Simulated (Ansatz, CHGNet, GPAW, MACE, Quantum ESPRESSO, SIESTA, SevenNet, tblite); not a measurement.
## Atom list for Ru(0001) slab (54 atoms)

This is the built cell with every atom moved at random. Method: Kohn-Sham DFT, PBE, PAW, plane waves (Ansatz 0.2.0); cutoff 420 eV, Γ point, fermi-dirac smearing of 0.05 eV.

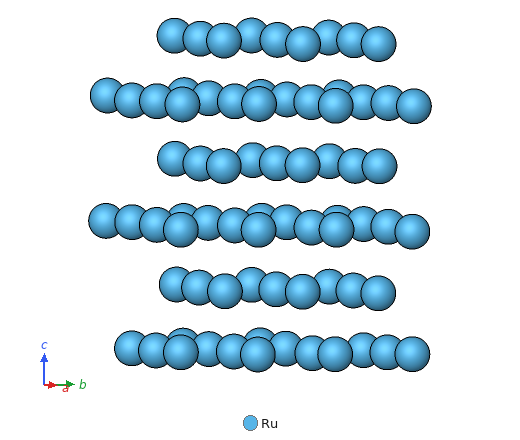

The structure (ruthenium blue). Some periodic images of atoms are drawn too.

Cell vectors (Å):

```
8.118 0.000 0.000
4.059 7.030 0.000
0.000 0.000 22.705
```

Positions (Å):

```
1 Ru 8.047 0.004 6.042
2 Ru 8.117 1.575 8.124
3 Ru 12.160 7.015 10.258
4 Ru 8.182 1.510 12.433
5 Ru 8.116 0.036 14.569
6 Ru 8.164 1.525 16.746
7 Ru 2.731 0.005 5.979
8 Ru 2.717 1.630 8.153
9 Ru 2.728 0.013 10.317
10 Ru 2.731 1.562 12.476
11 Ru 2.724 0.006 14.503
12 Ru 2.704 1.555 16.709
13 Ru 9.457 2.321 5.991
14 Ru 9.507 3.930 8.131
15 Ru 1.369 2.337 10.279
16 Ru 9.465 3.938 12.480
17 Ru 9.452 2.364 14.605
18 Ru 9.493 3.945 16.647
19 Ru 9.470 7.008 6.007
20 Ru 5.357 1.558 8.147
21 Ru 5.386 0.019 10.324
22 Ru 5.398 1.594 12.415
23 Ru 5.392 0.022 14.578
24 Ru 5.440 1.580 16.709
25 Ru 4.032 2.358 5.972
26 Ru 4.079 3.893 8.164
27 Ru 4.051 2.324 10.313
28 Ru 4.063 3.934 12.450
29 Ru 4.046 2.350 14.596
30 Ru 4.036 3.903 16.737
31 Ru 2.705 4.664 6.022
32 Ru 10.859 6.215 8.099
33 Ru 10.823 4.715 10.305
34 Ru 10.848 6.262 12.467
35 Ru 10.813 4.686 14.565
36 Ru 10.838 6.233 16.667
37 Ru 6.755 2.352 5.992
38 Ru 6.716 3.900 8.110
39 Ru 6.749 2.391 10.326
40 Ru 6.711 3.920 12.441
41 Ru 6.789 2.375 14.595
42 Ru 6.765 3.926 16.687
43 Ru 5.375 4.695 6.009
44 Ru 5.398 6.265 8.123
45 Ru 5.388 4.727 10.353
46 Ru 5.397 6.270 12.436
47 Ru 5.418 4.724 14.580
48 Ru 5.448 6.227 16.690
49 Ru 8.124 4.741 5.956
50 Ru 8.153 6.215 8.094
51 Ru 8.111 4.712 10.274
52 Ru 8.085 6.305 12.375
53 Ru 8.103 4.705 14.588
54 Ru 8.137 6.245 16.695
```

Predict the forces and charges.

Columns: atom, q, fx, fy, fz (forces in eV/Å, q the Löwdin charge in e).

```
1 0.07 0.157 0.626 1.199
2 0.07 0.125 -0.220 -1.028
3 0.11 -0.090 -0.193 -0.070
4 0.11 -0.125 0.307 -0.561
5 0.08 0.099 -0.111 1.133
6 0.06 -0.105 -0.248 -1.382
7 0.05 0.353 0.050 1.347
8 0.09 -0.144 -0.248 -0.644
9 0.12 0.083 0.392 -0.482
10 0.12 -0.415 0.164 -0.317
11 0.09 0.311 -0.194 1.140
12 0.06 -0.108 0.107 -1.055
13 0.06 -0.237 -0.194 1.364
14 0.09 -0.709 -0.239 -0.560
15 0.10 -0.219 0.416 0.162
16 0.10 -0.259 0.122 -0.532
17 0.08 0.009 -0.241 0.897
18 0.06 0.033 0.005 -0.916
19 0.06 -0.077 -0.396 1.135
20 0.09 -0.072 0.344 -0.479
21 0.12 0.277 -0.177 -0.002
22 0.12 0.029 0.435 -0.087
23 0.08 -0.141 0.207 1.003
24 0.06 0.094 0.162 -1.420
25 0.06 -0.124 0.149 0.842
26 0.08 0.545 -0.512 -0.643
27 0.11 -0.175 -0.137 0.045
28 0.12 0.180 -0.432 -0.249
29 0.08 0.197 -0.033 1.068
30 0.05 0.032 -0.129 -1.402
31 0.06 0.254 -0.069 0.861
32 0.08 -0.453 0.414 -0.756
33 0.12 0.134 0.151 0.213
34 0.11 -0.198 -0.181 -0.280
35 0.08 0.376 0.003 1.053
36 0.06 0.002 0.300 -1.079
37 0.05 0.194 0.139 1.234
38 0.08 0.064 0.552 -0.774
39 0.11 0.591 -0.046 0.066
40 0.11 0.225 0.020 -0.403
41 0.08 0.392 -0.556 1.023
42 0.06 -0.266 0.109 -1.147
43 0.06 0.368 -0.282 1.143
44 0.08 -0.044 0.204 -0.925
45 0.12 0.054 0.095 -0.251
46 0.12 -0.337 0.422 -0.210
47 0.08 -0.255 -0.276 1.091
48 0.05 -0.128 0.239 -0.752
49 0.06 -0.444 0.088 1.338
50 0.08 -0.022 -0.104 -0.927
51 0.11 -0.292 -0.695 0.185
52 0.12 0.669 -0.760 0.050
53 0.08 -0.393 0.394 0.838
54 0.05 -0.011 0.057 -1.100
```

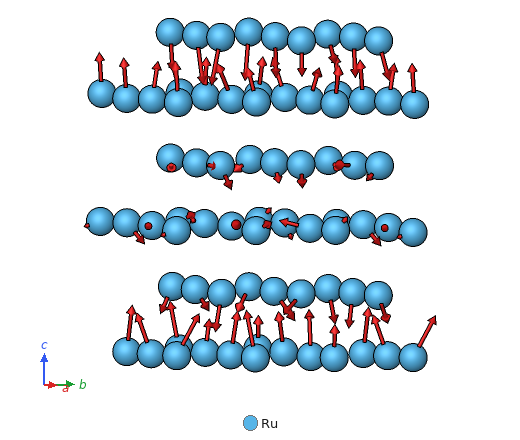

The forces as arrows, the longest 1.43 eV/Å. Some periodic images of atoms are drawn too.

Only the Γ point is sampled, in a cell whose shortest periodic width is 7 Å, which is coarse for a cell with partly filled levels. Among metals, projection charges depend strongly on the orbitals used. The Löwdin charges lack the electrons that the projection spills, 0.084 e an atom on average.

The r.m.s. force component is 0.556 eV/Å; the longest force, 1.43 eV/Å, acts on Ru24.

[Logs are printed without paths, hosts, clocks, repeated set-up lines and the standing remarks that a program may print on its own settings, such as how far it seeks lower states.]

[Hosts, paths, dates, database ids (printed as entryN), source tags and the programs' standing remarks are cut or masked in the printed files.]
